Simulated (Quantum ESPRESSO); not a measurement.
The O K edge of atom 3 in GdO2 (P2_1/m), with 1 Gd at 2.35 Å and 2 Gd at 2.38 Å (distorted pyramidal, site symmetry m), was computed in 2 ways: excited-electron core hole (neutral cell) and no core hole. Program and functional: Quantum ESPRESSO XSpectra, LDA, without spin-orbit coupling, Lorentzian half width 0.3 eV up to 4 eV, rising linearly to 2.5 eV at 25 eV; cells of 6 and 12 atoms (the run without a hole in the smaller).

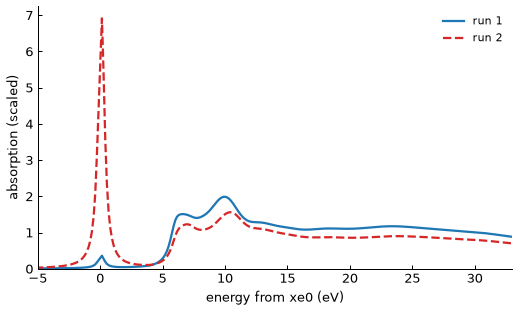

Each run is counted from its own lowest empty level or Fermi level and scaled to a mean of 1 over its first 20 eV.

Which run is which?

Run 1: excited-electron core hole (neutral cell) (area from −2 to 6 eV 1.4, main maxima 0.1 eV (0.36), 6.6 eV (1.51), 10.0 eV (1.99) and 23.4 eV (1.18)). Run 2: no core hole (area from −2 to 6 eV 7.0, main maxima 0.1 eV (6.91), 7.0 eV (1.23) and 10.4 eV (1.56)). With each curve scaled to its own mean, the area from −2 to 6 eV with the hole is 1.4 against 7.0, and the centre of weight from −1 to 20 eV moves by +3.0 eV (first and strongest maxima below 20 eV: 0.1 eV (6.91), 7.0 eV (1.23) and 10.4 eV (1.56) without the hole, 0.1 eV (0.36), 6.6 eV (1.51) and 10.0 eV (1.99) with it): the near-edge weight falls against the higher-lying part.

[Hosts, paths, dates, database ids (printed as entryN), source tags and the programs' standing remarks are cut or masked in the printed files.]

[Lists of maxima count a maximum above −3 eV only where it reaches 4 % of the highest in the window and stands out from its surroundings by 2 % of it (1.5 % where it reaches 55 %); shoulders and weaker maxima are passed over, and of the rest the first, up to two pre-edge ones and the few strongest are named.]
